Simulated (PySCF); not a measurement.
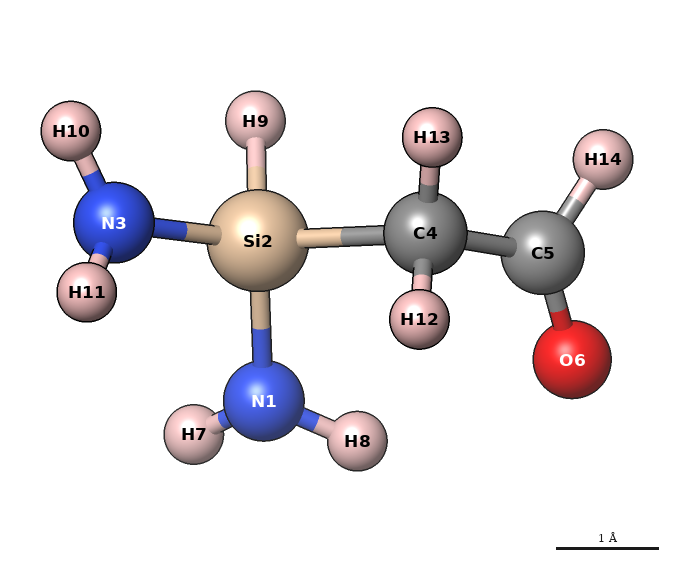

Computed geometry: PBE0-D3(BJ)/def2-SVP optimisation. No frequency run is at hand to confirm it as a minimum.

Find the hydrogen bonds (donors O, N, F, S or Cl) and give their geometry.

| D–H···A | D–H (Å) | H···A (Å) | angle (°) | kind |
| --- | --- | --- | --- | --- |
| N1–H8···O6 | 1.02 | 2.30 | 132 | intramolecular |
